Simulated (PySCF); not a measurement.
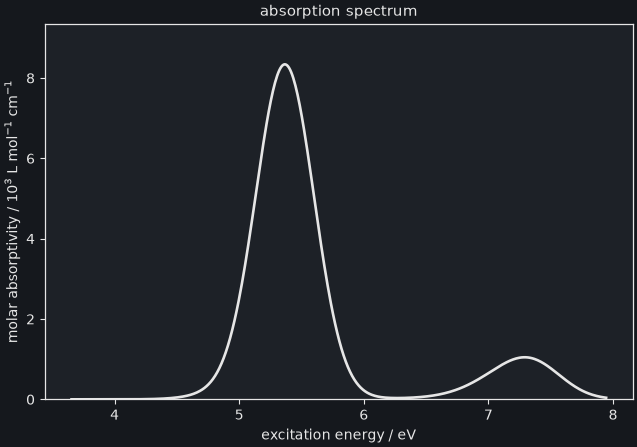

Vertical TDDFT excitations, PBE0/def2-TZVP with PySCF 2.14.0, at a PBE0-D3(BJ)/def2-SVP geometry (no frequency check), gas phase. Only the first 10 singlet excitations are included; each is broadened by a Gaussian of 1/e half-width 0.33 eV.

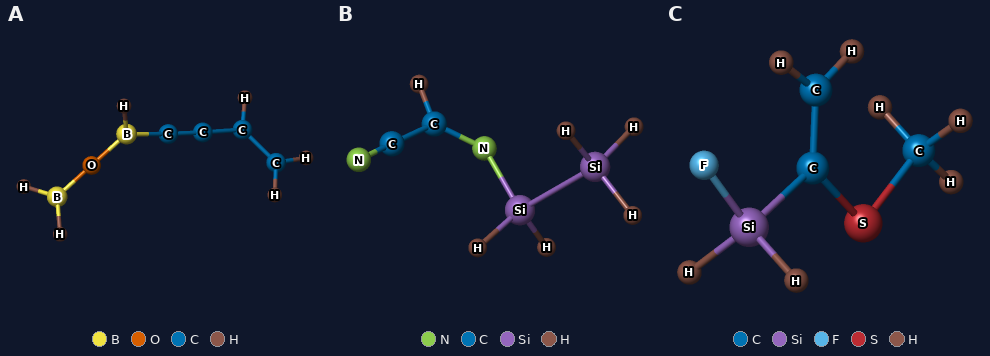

### Whose absorption spectrum is this? Choose among the lettered structures.

Structure C, C₃H₇FSSi, SMILES C=C([SiH2]F)SC. Its lowest singlet lies at 4.85 eV (f = 0.002) and the brightest of those computed is S2 at 5.37 eV (231 nm), f = 0.170, mainly HOMO → LUMO (89 %).

Known limits of this run: states above the negative HOMO energy depend on the basis; one conformer of a flexible molecule; core orbitals are frozen in the response; def2-TZVP has no diffuse functions, so states with Rydberg character are missing or too high.
